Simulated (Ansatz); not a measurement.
# What HgH2 (model cell, started as CdI2 type) distorts into, part 2 of 3

Wanted: the energy along a soft mode of HgH2 (model cell, started as CdI2 type) and the structure at the end.

Ansatz 0.2.0; DFT PBE, scalar-relativistic, plane waves, PAW.

So far, highest frequency on the path or at a solved wavevector (cm⁻¹): step 2 (phonons on a q mesh) 904. Also lowest frequency on the path (cm⁻¹): step 2 -907.

The structure was built from a prototype and need not be the compound's stable phase.

### Step 4. The mode frozen in, largest atomic shift 0.45 Å

The atoms are moved along the unstable eigenvector, the largest shift by 0.45 Å, with the cell fixed.

Input file input.yaml:

```yaml
crystal:
  lattice:
    - [3.2683265306, 0.0, 0.0]
    - [-1.6341632653, 2.8304538034, 0.0]
    - [0.0, 0.0, 10.8115308121]
  atoms:
    - { symbol: Hg, position: [0.0, 0.0, 0.0] }
    - { symbol: Hg, position: [0.0, 0.0, 0.5] }
    - { symbol: H, position: [0.2715804506, 0.7626647075, 0.0868011573] }
    - { symbol: H, position: [0.3950862161, 0.5706686259, 0.5868011573] }
    - { symbol: H, position: [0.6049137839, 0.4293313741, 0.4131988427] }
    - { symbol: H, position: [0.7284195494, 0.2373352925, 0.9131988427] }
kpoints:
  mp_grid: { grid: [12, 12, 4] }
hamiltonian:
  xc: pbe
scf:
  occupations: { method: methfessel_paxton, width: 0.15 }
output:
  forces: true
  stress: true
  eigenvalues: true
```

The run is started by

```console
> ansatz run input.yaml --threads 4 --pin off --max-ram 7168MiB --backend cpu --events-out ev --progress --plain --runs-dir out
```

Numbers of over 12 decimals in the logs are rounded to 6 here.

Output:

```text
[...]
Crystal: 6 atoms, lattice volume = 100.016 Å³
Basis set: ecut = 420 eV, 1981 PW (Γ), exchange–correlation on 48×48×150 points (8 copies of the dense FFT grid, shifted against one another)
Bands: 28, of which v1, the nominal top of the filled ones, is band 22 counted from 1 (21 counted from 0)
Symmetry: 2 space group operations
[...]
k-points: 292 of 576
[...]
k-point 0: bands = [... 18 lower, -1.0321, -0.9656, 1.4807, 1.9969, 9.3566, 10.5653, 12.9957, 13.2047, ... 1 higher]
  k-point 1: bands = [... 18 lower, -1.0324, -0.9701, 1.5486, 1.9242, 9.5205, 10.3768, 12.9559, 13.2972, ... 1 higher]
  k-point 2: bands = [... 18 lower, -1.0327, -0.9744, 1.6694, 1.7986, 9.8734, 9.9998, 12.9317, 13.3808, ... 1 higher]
  k-point 291: bands = [... 18 lower, 0.3343, 1.9228, 2.0044, 3.4147, 6.6845, 7.6691, 9.5769, 10.2707, ... 1 higher]
[key lines of the parts left out:]
SCF converged after 7 iterations
Free energy (F): -27686.741114 eV
Fermi energy:    5.315922 eV
P = ⅓ Tr σ = 3.5051 GPa (35.051 kbar)
```

The job ended after 8 s (4 threads of Intel Xeon Platinum 8488C (Sapphire Rapids), shared host; peak memory 0.86 GiB; 30 s of CPU time).

Numbers from this step:

```yaml
pressure: 3.505 GPa
energy_from_the_undistorted_cell: -77.85 meV/atom
```

The energy, extrapolated to zero smearing, is -77.85 meV/atom against the undistorted cell.

The run ends at a pressure of 3.51 GPa, with forces up to 0.84 eV/Å.

### Step 5. Energy along the mode, all amplitudes (two of the runs are shown above)

An imaginary frequency means negative curvature, so the energy should fall and then rise again as anharmonic terms take over.

Numbers from this step:

```
depth at the lowest point sampled  : 77.85 meV/atom
largest atomic shift at that point : 0.45 Å
```

Table of energy from the parent by largest atomic shift:

```csv
largest atomic shift (Å),energy from the parent (meV/atom)
0.000,0
0.040,-0.799
0.080,-2.33
0.140,-6.00
0.220,-17.5
0.320,-42.5
0.450,-77.8
0.600,-77.5
```

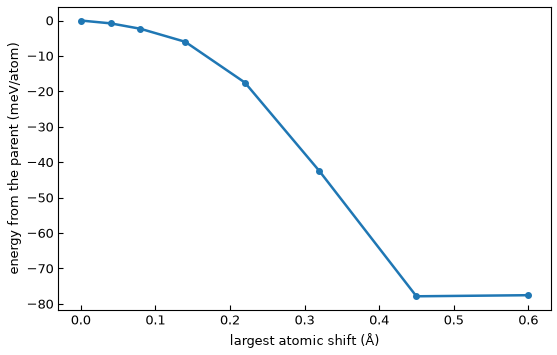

Energy from the parent against largest atomic shift.

Displacement at unit largest shift by atom:

```csv
atom,x (Å),y (Å),z (Å),size
Hg1,0.00,0.00,0.00,0.00
Hg2,0.00,0.00,0.00,0.00
H3,-0.80,0.60,0.00,1.00
H4,0.80,-0.60,0.00,1.00
H5,-0.80,0.60,0.00,1.00
H6,0.80,-0.60,0.00,1.00
```

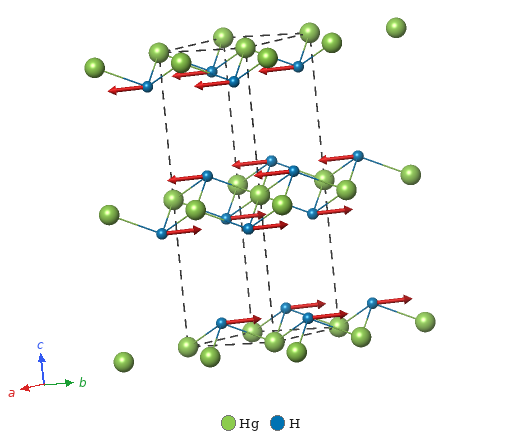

Displacement at unit largest shift as arrows, the longest 1.00 Å. Bonds to atoms that aren't drawn are left out. 2×2×1 cells are drawn. Some periodic images of atoms are drawn too.

The lowest of the steps tried is at 0.45 Å, 77.8 meV/atom below the parent; the bottom of the well need not coincide with a step.

### Step 6. Relaxing from the distorted cell

Starting from the lowest point found, all atoms and the cell are let go, so that strain and other modes of the same symmetry can join in.

Edit input.yaml of step 4 so:

```diff
@@ -22 +22,6 @@
   eigenvalues: true
+relax:
+  adjacent_minimum: "off"
+  f_tol: 0.002
+  max_steps: 120
+  cell: { stress_tol: 0.03 }
```

Output:

```text
[...]
Crystal: 6 atoms, lattice volume = 100.016 Å³
Basis set: ecut = 420 eV, 1981 PW (Γ), exchange–correlation on 48×48×150 points (8 copies of the dense FFT grid, shifted against one another)
Bands: 28, of which v1, the nominal top of the filled ones, is band 22 counted from 1 (21 counted from 0)
Symmetry: 2 space group operations
[...]
k-points: 292 of 576
[...]
SCF iter   1: F=—  HF=-27686.744153 eV  |F-HF|=—  |Δ(HF+E_count)|=         —  Δρ=5.34e-3  dr2=2.04e-2  ethr=1.77e-3  ⟨swp⟩=5.6  Hψ=33612  notcnv=0
[...]
SCF iter   7: F=-27686.741114 eV  HF=-27686.741114 eV  |F-HF|=4.34e-9  |Δ(HF+E_count)|=   2.29e-7  S|Δr|=    0.00e0  Δρ=4.15e-6  dr2=5.30e-8  ethr=2.27e-10  ⟨swp⟩=9.7  Hψ=35994  notcnv=0
SCF 1 converged in 7 iterations: F = -27686.741114 eV  dr2 = 5.30e-8
[...]
relax step   1: F+E_penalty+E_count = -27686.74111358 eV  Δ(F+E_penalty+E_count) = +0.000e0 eV  max|allowed force component| = 7.174e-1 eV/Å  Δτ_max = 0.0000 Å  P = +3.505 GPa  Ω = 100.016 Å³  (7 SCF iters, dr2 threshold 1.00e-7 eV, accepted)
Crystal: 6 atoms, lattice volume = 107.278 Å³
Basis set: ecut = 420 eV, 2113 PW (Γ), exchange–correlation on 48×48×150 points (8 copies of the dense FFT grid, shifted against one another)
[...]
SCF iter   6: F=-27687.256279 eV  HF=-27687.256278 eV  |F-HF|=3.53e-7  |Δ(HF+E_count)|=   8.09e-8  S|Δr|=    0.00e0  Δρ=2.47e-5  dr2=4.01e-7  ethr=1.36e-9  ⟨swp⟩=7.0  Hψ=43044  notcnv=0
SCF 2 converged in 6 iterations: F = -27687.256279 eV  dr2 = 4.01e-7
relax step   2: F+E_penalty+E_count = -27687.25627855 eV  Δ(F+E_penalty+E_count) = -5.152e-1 eV  max|allowed force component| = 8.766e-1 eV/Å  Δτ_max = 0.1950 Å  P = +0.569 GPa  Ω = 107.278 Å³  energy of the carried Pulay correction = -4.381e-3 eV  (6 SCF iters, dr2 threshold 6.00e-7 eV, accepted)
Crystal: 6 atoms, lattice volume = 113.960 Å³
Basis set: ecut = 420 eV, 2219 PW (Γ), exchange–correlation on 48×48×150 points (8 copies of the dense FFT grid, shifted against one another)
[...]
SCF iter   7: F=-27687.937485 eV  HF=-27687.937485 eV  |F-HF|=1.76e-7  |Δ(HF+E_count)|=   1.06e-7  S|Δr|=    0.00e0  Δρ=1.15e-5  dr2=3.06e-7  ethr=1.36e-9  ⟨swp⟩=7.8  Hψ=34560  notcnv=0
SCF 3 converged in 7 iterations: F = -27687.937485 eV  dr2 = 3.06e-7
relax step   3: F+E_penalty+E_count = -27687.93748518 eV  Δ(F+E_penalty+E_count) = -6.812e-1 eV  max|allowed force component| = 1.156e0 eV/Å  Δτ_max = 0.1893 Å  P = +0.489 GPa  Ω = 113.960 Å³  energy of the carried Pulay correction = -8.151e-3 eV  (7 SCF iters, dr2 threshold 6.00e-7 eV, accepted)
[... from here on, the SCF cycles and remarks between the steps are left out ...]
relax step   4: F+E_penalty+E_count = -27688.23886398 eV  Δ(F+E_penalty+E_count) = -3.014e-1 eV  max|allowed force component| = 7.003e-1 eV/Å  Δτ_max = 0.1946 Å  P = +2.390 GPa  Ω = 118.006 Å³  energy of the carried Pulay correction = -1.032e-2 eV  (7 SCF iters, dr2 threshold 6.00e-7 eV, accepted)
relax step   5: F+E_penalty+E_count = -27688.40629960 eV  Δ(F+E_penalty+E_count) = -1.674e-1 eV  max|allowed force component| = 3.584e-1 eV/Å  Δτ_max = 0.1942 Å  P = -0.118 GPa  Ω = 127.931 Å³  energy of the carried Pulay correction = -1.533e-2 eV  (7 SCF iters, dr2 threshold 6.00e-7 eV, accepted)
relax step   6: F+E_penalty+E_count = -27688.46513577 eV  Δ(F+E_penalty+E_count) = -5.884e-2 eV  max|allowed force component| = 2.760e-2 eV/Å  Δτ_max = 0.1998 Å  P = -0.011 GPa  Ω = 127.009 Å³  energy of the carried Pulay correction = -1.488e-2 eV  (6 SCF iters, dr2 threshold 6.00e-7 eV, accepted)
relax step   7: F+E_penalty+E_count = -27688.46718256 eV  Δ(F+E_penalty+E_count) = -2.047e-3 eV  max|allowed force component| = 6.162e-3 eV/Å  Δτ_max = 0.0339 Å  P = +0.008 GPa  Ω = 127.005 Å³  energy of the carried Pulay correction = -1.488e-2 eV  (6 SCF iters, dr2 threshold 4.76e-8 eV, accepted)
relax step   8: F+E_penalty+E_count = -27688.46849836 eV  Δ(F+E_penalty+E_count) = -1.316e-3 eV  max|allowed force component| = 3.234e-3 eV/Å  Δτ_max = 0.0344 Å  P = -0.001 GPa  Ω = 127.253 Å³  energy of the carried Pulay correction = -1.500e-2 eV  (6 SCF iters, dr2 threshold 2.63e-8 eV, accepted)
relax step   9: F+E_penalty+E_count = -27688.46895675 eV  Δ(F+E_penalty+E_count) = -4.584e-4 eV  max|allowed force component| = 6.310e-3 eV/Å  Δτ_max = 0.0261 Å  P = +0.002 GPa  Ω = 127.069 Å³  energy of the carried Pulay correction = -1.491e-2 eV  (6 SCF iters, dr2 threshold 3.83e-9 eV, accepted)
relax step  10: F+E_penalty+E_count = -27688.46903050 eV  Δ(F+E_penalty+E_count) = -7.375e-5 eV  max|allowed force component| = 5.374e-3 eV/Å  Δτ_max = 0.0146 Å  P = -0.009 GPa  Ω = 127.157 Å³  energy of the carried Pulay correction = -1.495e-2 eV  (7 SCF iters, dr2 threshold 2.70e-9 eV, accepted)
relax step  11: F+E_penalty+E_count = -27688.46908604 eV  Δ(F+E_penalty+E_count) = -5.554e-5 eV  max|allowed force component| = 2.311e-3 eV/Å  Δτ_max = 0.0036 Å  P = -0.003 GPa  Ω = 127.104 Å³  energy of the carried Pulay correction = -1.493e-2 eV  (5 SCF iters, dr2 threshold 2.70e-9 eV, accepted)
relax step  12: F+E_penalty+E_count = -27688.46913989 eV  Δ(F+E_penalty+E_count) = -5.385e-5 eV  max|allowed force component| = 1.289e-3 eV/Å  Δτ_max = 0.0075 Å  P = +0.003 GPa  Ω = 127.057 Å³  energy of the carried Pulay correction = -1.490e-2 eV  (6 SCF iters, dr2 threshold 3.34e-10 eV, accepted)
relax step  13: F+E_penalty+E_count = -27688.46912319 eV  Δ(F+E_penalty+E_count) = +1.670e-5 eV  max|allowed force component| = 8.573e-4 eV/Å  Δτ_max = 0.0023 Å  P = +0.005 GPa  Ω = 127.104 Å³  energy of the carried Pulay correction = -1.493e-2 eV  (7 SCF iters, accepted)
relax step  14: F+E_penalty+E_count = -27688.46906505 eV  Δ(F+E_penalty+E_count) = +5.814e-5 eV  max|allowed force component| = 8.851e-4 eV/Å  Δτ_max = 0.0036 Å  P = +0.003 GPa  Ω = 127.237 Å³  energy of the carried Pulay correction = -1.499e-2 eV  (7 SCF iters, accepted)
relax step  15: F+E_penalty+E_count = -27688.50609720 eV  Δ(F+E_penalty+E_count) = -3.703e-2 eV  max|allowed force component| = 4.163e-3 eV/Å  Δτ_max = 0.0000 Å  P = +0.344 GPa  Ω = 127.237 Å³  stress off target by 5.07e-1 GPa  SCF on the basis re-selected at this cell (its energy is not comparable with the rows above)  (9 SCF iters)
relax step  16: F+E_penalty+E_count = -27688.51309646 eV  Δ(F+E_penalty+E_count) = -6.999e-3 eV  max|allowed force component| = 9.195e-3 eV/Å  Δτ_max = 0.0259 Å  P = +0.239 GPa  Ω = 132.644 Å³  energy of the carried Pulay correction = -2.902e-3 eV  (5 SCF iters, dr2 threshold 6.00e-7 eV, accepted)
relax step  17: F+E_penalty+E_count = -27688.51542732 eV  Δ(F+E_penalty+E_count) = -2.331e-3 eV  max|allowed force component| = 4.020e-2 eV/Å  Δτ_max = 0.1050 Å  P = +0.058 GPa  Ω = 144.335 Å³  energy of the carried Pulay correction = -1.073e-2 eV  (6 SCF iters, dr2 threshold 2.90e-7 eV, accepted)
relax step  18: F+E_penalty+E_count = -27688.51480215 eV  Δ(F+E_penalty+E_count) = +6.252e-4 eV  max|allowed force component| = 8.758e-3 eV/Å  Δτ_max = 0.0226 Å  P = +0.005 GPa  Ω = 147.791 Å³  energy of the carried Pulay correction = -1.349e-2 eV  (6 SCF iters, dr2 threshold 1.15e-7 eV, accepted)
relax step  19: F+E_penalty+E_count = -27688.51395600 eV  Δ(F+E_penalty+E_count) = +8.462e-4 eV  max|allowed force component| = 1.816e-3 eV/Å  Δτ_max = 0.0110 Å  P = +0.010 GPa  Ω = 149.213 Å³  energy of the carried Pulay correction = -1.467e-2 eV  (6 SCF iters, dr2 threshold 4.79e-9 eV, accepted)
relax step  20: F+E_penalty+E_count = -27688.51301851 eV  Δ(F+E_penalty+E_count) = +9.375e-4 eV  max|allowed force component| = 4.896e-3 eV/Å  Δτ_max = 0.0088 Å  P = -0.016 GPa  Ω = 150.434 Å³  energy of the carried Pulay correction = -1.572e-2 eV  (8 SCF iters, accepted)
relax step  21: F+E_penalty+E_count = -27688.51315627 eV  Δ(F+E_penalty+E_count) = -1.378e-4 eV  max|allowed force component| = 1.881e-3 eV/Å  Δτ_max = 0.0023 Å  P = +0.003 GPa  Ω = 150.299 Å³  energy of the carried Pulay correction = -1.561e-2 eV  (6 SCF iters, dr2 threshold 1.50e-9 eV, accepted)
relax step  22: F+E_penalty+E_count = -27688.52787664 eV  Δ(F+E_penalty+E_count) = -1.472e-2 eV  max|allowed force component| = 4.747e-4 eV/Å  Δτ_max = 0.0000 Å  P = -0.003 GPa  Ω = 150.299 Å³  stress off target by 3.09e-2 GPa  SCF on the basis re-selected at this cell (its energy is not comparable with the rows above)  (9 SCF iters)
relax step  23: F+E_penalty+E_count = -27688.52820810 eV  Δ(F+E_penalty+E_count) = -3.315e-4 eV  max|allowed force component| = 3.599e-4 eV/Å  Δτ_max = 0.0060 Å  P = -0.000 GPa  Ω = 149.977 Å³  energy of the carried Pulay correction = +1.310e-4 eV  (6 SCF iters, dr2 threshold 2.38e-9 eV, accepted)
[...]
SCF iter   6: F=-27688.528085 eV  HF=-27688.528085 eV  |F-HF|=7.28e-12  |Δ(HF+E_count)|=  1.09e-10  S|Δr|=    0.00e0  Δρ=1.65e-8  dr2=7.03e-13  ethr=1.00e-12  ⟨swp⟩=6.0  Hψ=31056  notcnv=0
SCF 24 converged in 6 iterations: F = -27688.528085 eV  dr2 = 7.03e-13
relax step  24: F+E_penalty+E_count = -27688.52808515 eV  Δ(F+E_penalty+E_count) = +1.230e-4 eV  max|allowed force component| = 3.575e-4 eV/Å  Δτ_max = 0.0000 Å  P = +0.000 GPa  Ω = 149.977 Å³  stress off target by 2.31e-2 GPa  SCF on the basis re-selected at this cell (its energy is not comparable with the rows above)  (6 SCF iters)
basis re-selected at this cell: Δ(F+E_penalty+E_count) = +1.230e-4 eV, ΔP = +0.000 GPa vs the last step (what re-selecting the basis moved, of the pressure what is left beyond the Pulay correction that the steps carried, after the strain that the cell walked since its last selection, with what the two solves' SCF thresholds leave and, on support functions, any second-order correction that the steps lacked; it is no m [...]
SCF converged after 6 iterations
[...]
Free energy (F): -27688.528085 eV
[...]
Internal energy: -27688.528085 eV  (E = F + TS)
E sigma→0 (E₀):  -27688.528085 eV
Fermi energy:    1.589494 eV
[...]
--- Forces (eV/Å), atoms counted from 1 ---
  atom   1  Hg     0.00000000     0.00000000     0.00000000
  atom   2  Hg     0.00000000     0.00000000     0.00000000
  atom   3  H      0.00033743     0.00004354     0.00035746
  atom   4  H      0.00023470     0.00014811     0.00029054
  atom   5  H     -0.00023470    -0.00014811    -0.00029054
  atom   6  H     -0.00033743    -0.00004354    -0.00035746
  max |Σ_I F_I| component: 5.42e-20 eV/Å
--- Stress (GPa, compression-positive) ---
        0.012765       0.017041      -0.003284
        0.017041      -0.006729      -0.001682
       -0.003284      -0.001682      -0.005720
  P = ⅓ Tr σ = 0.0001 GPa (0.001 kbar)
--- Band table (eV; the first three rows and the last of 292) ---
  k-point 0: bands = [... 18 lower, -3.6388, -3.5490, -1.1234, -0.6636, 5.6414, 6.7333, 8.0439, 8.0482, ... 2 higher]
  k-point 1: bands = [... 18 lower, -3.6270, -3.5636, -1.0585, -0.7340, 5.7923, 6.5605, 8.0554, 8.0566, ... 2 higher]
  k-point 2: bands = [... 18 lower, -3.5968, -3.5967, -0.8993, -0.8988, 6.1656, 6.1663, 8.0646, 8.0658, ... 2 higher]
  k-point 291: bands = [... 18 lower, -1.6736, -1.5176, -1.1645, -0.6353, 3.4462, 4.7028, 5.2634, 6.6172, ... 2 higher]
--- Relaxed structure (21 steps of the walk, 21 accepted, 3 SCFs on fresh bases) ---
  F+E_penalty+E_count = -27688.52808515 eV   max|allowed force component| = 3.575e-4 eV/Å   (the final SCF, on the basis selected at the relaxed cell)
  cell:  # Å, volume = 149.9768 Å³
    - [3.939880, 0.093123, -0.036361]
    - [-1.889293, 3.268641, 0.010482]
    - [-0.120282, -0.029407, 11.490123]
  atoms:
    - { symbol: Hg, position: [7.459485350298957e-19, -6.256465116179577e-19, 1.0613180678629066e-19] }
    - { symbol: Hg, position: [3.469446951953614e-18, -8.673617379884035e-19, 0.5] }
    - { symbol: H, position: [0.182797, 0.849353, 0.108740] }
    - { symbol: H, position: [0.182611, 0.329940, 0.608746] }
    - { symbol: H, position: [0.817389, 0.670060, 0.391254] }
    - { symbol: H, position: [0.817203, 0.150647, 0.891260] }
```

Wall time 4 min (4 threads); peak memory 1.2 GiB; 15 min of CPU time.

Step by step (22 of 24):

| step | energy less that of the first step (eV) | largest force component (eV/Å) | pressure (GPa) | volume (Å³) |
| --- | --- | --- | --- | --- |
| 1 | 0.0000 | 0.7174 | 3.51 | 100.02 |
| 2 | -0.5152 | 0.8766 | 0.57 | 107.28 |
| 3 | -1.1964 | 1.1561 | 0.49 | 113.96 |
| 4 | -1.4977 | 0.7003 | 2.39 | 118.01 |
| 5 | -1.6652 | 0.3584 | -0.12 | 127.93 |
| 6 | -1.7240 | 0.0276 | -0.01 | 127.01 |
| 8 | -1.7274 | 0.0032 | 0.00 | 127.25 |
| 9 | -1.7278 | 0.0063 | 0.00 | 127.07 |
| 10 | -1.7279 | 0.0054 | -0.01 | 127.16 |
| 11 | -1.7280 | 0.0023 | 0.00 | 127.10 |
| 12 | -1.7280 | 0.0013 | 0.00 | 127.06 |
| 13 | -1.7280 | 0.0009 | 0.01 | 127.10 |
| 14 | -1.7280 | 0.0009 | 0.00 | 127.24 |
| 15* | -1.7650 | 0.0042 | 0.34 | 127.24 |
| 16 | -1.7720 | 0.0092 | 0.24 | 132.64 |
| 17 | -1.7743 | 0.0402 | 0.06 | 144.34 |
| 19 | -1.7728 | 0.0018 | 0.01 | 149.21 |
| 20 | -1.7719 | 0.0049 | -0.02 | 150.43 |
| 21 | -1.7720 | 0.0019 | 0.00 | 150.30 |
| 22* | -1.7868 | 0.0005 | 0.00 | 150.30 |
| 23 | -1.7871 | 0.0004 | 0.00 | 149.98 |
| 24* | -1.7870 | 0.0004 | 0.00 | 149.98 |

Relaxation steps marked * repeat the geometry before them on a plane-wave basis chosen anew for their cell, so energy and pressure can jump there. Other such steps can lie between the rows shown.

The run keeps the 2 symmetry operations that it works with, so distortions that break them were not tested.

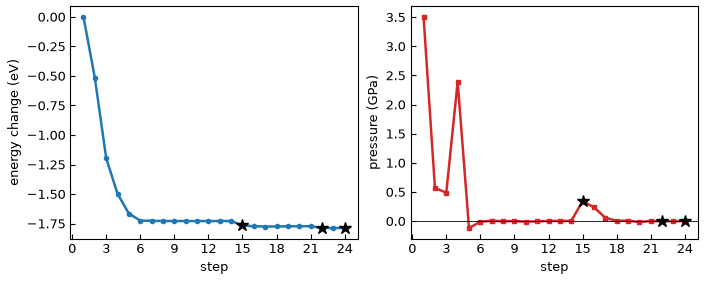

Energy and pressure along the relaxation. Stars mark steps on a basis chosen anew.

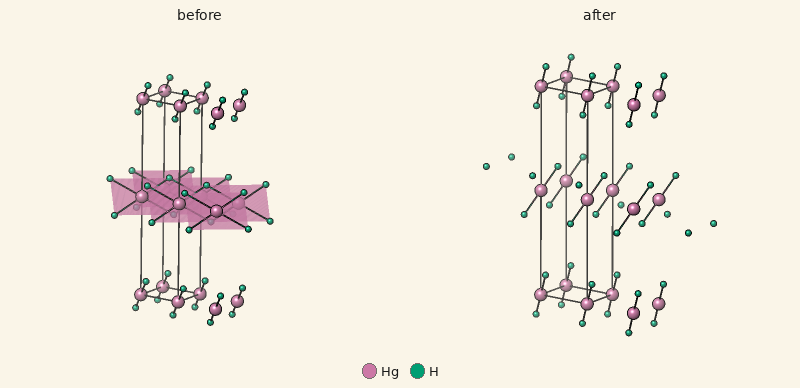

Before and after, at one scale. Bonds to atoms that aren't drawn are left out.

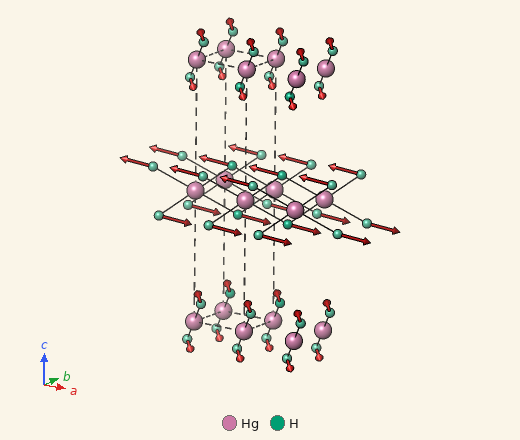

Displacements in the relaxation, exaggerated, measured against the changing cell; the longest in the cell stands for 0.93 Å. 2×1×1 cells are drawn. Some periodic images of atoms are drawn too.

| cell as run | before | after | change |
| --- | --- | --- | --- |
| a (Å) | 3.268 | 3.941 | +20.6 % |
| b (Å) | 3.268 | 3.775 | +15.5 % |
| c (Å) | 10.812 | 11.491 | +6.3 % |
| α (°) | 90.00 | 89.67 | -0.4 % |
| β (°) | 90.00 | 91.13 | +1.3 % |
| γ (°) | 120.00 | 118.67 | -1.1 % |
| volume (Å³/atom) | 16.67 | 25.00 | +50.0 % |

The atoms that moved most (Å, as changes of fractional coordinates times the final cell):

```
atom      dx      dy      dz  length
  H5   0.385   0.807  -0.257   0.931
  H4  -0.385  -0.807   0.257   0.931
  H6   0.516  -0.274  -0.256   0.638
  H3  -0.516   0.274   0.256   0.638
```

The relaxed structure:

```xyz
6
Lattice="3.9399 0.0931 -0.0364 -1.8893 3.2686 0.0105 -0.1203 -0.0294 11.4901" Properties=species:S:1:pos:R:3 pbc="T T T"
Hg    0.0000    0.0000    0.0000
Hg   -0.0601   -0.0147    5.7451
H    -0.8976    2.7901    1.2517
H     0.0229    1.0776    6.9914
H     1.9074    2.2548    4.4729
H     2.8279    0.5423   10.2126
```

Numbers from this step:

```
pressure          : 1.06e-4 GPa
gap on the k-mesh : 3.620 eV
volume per atom   : 25.00 Å³
```

The distorted start has space group P-1; the relaxation ends in P-1.

[end of part 2 of 3]

[Logs are printed without paths, hosts, clocks, repeated set-up lines and the standing remarks that a program may print on its own settings, such as how far it seeks lower states.]

[Hosts, paths, dates, database ids (printed as entryN), source tags and the programs' standing remarks are cut or masked in the printed files.]
